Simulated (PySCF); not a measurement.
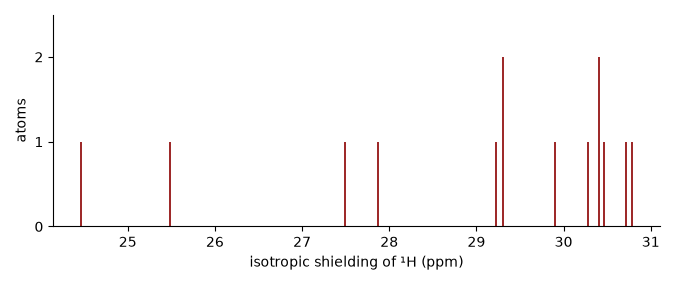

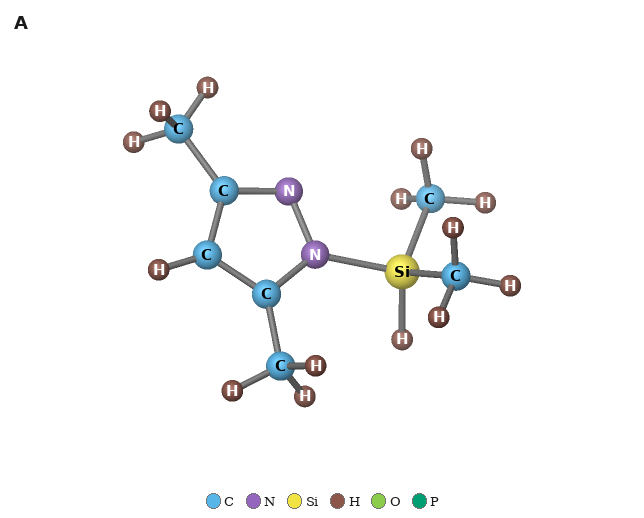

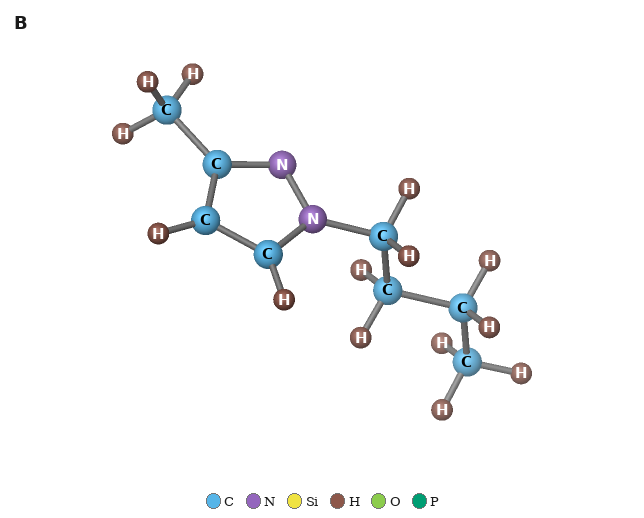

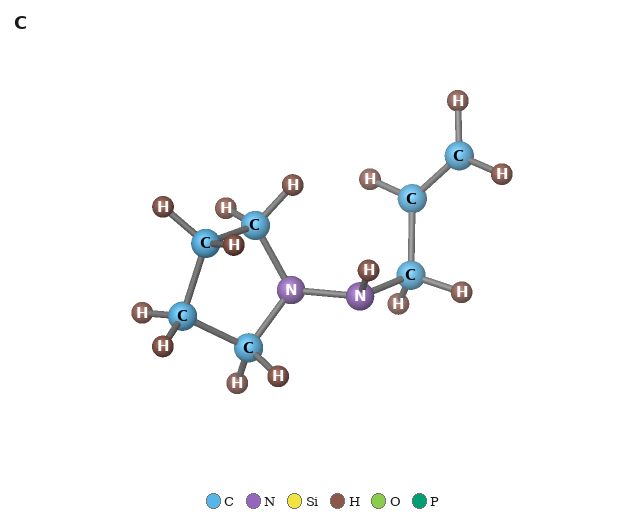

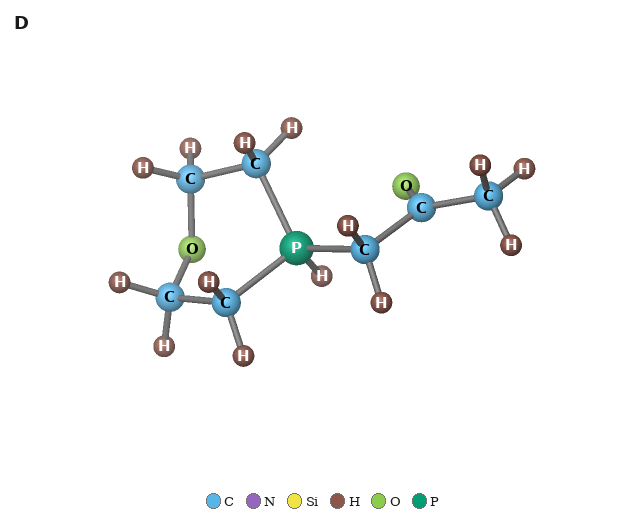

The sticks are computed shieldings of one of the molecules, for one fixed geometry (GFN2-xTB) without averaging over rotations. Low shielding means a high chemical shift. Method: GIAO PBE0/pcSseg-1 NMR shielding, non-relativistic, gas phase (PySCF 2.14.0).

Which molecule gives this pattern?

Answer. B, `CCCCn1ccc(C)n1`. Its 14 H atoms give lines at 24.46, 25.48, 27.49, 27.88, 29.22, 29.30 (2 atoms), 29.90, 30.28, 30.40 (2 atoms), 30.46, 30.72, 30.79 ppm.

The geometry is semi-empirical. Around P, Si such bond lengths and angles can be off by a tenth of an ångström or more and by several degrees, and values that hang on the shape move with them.
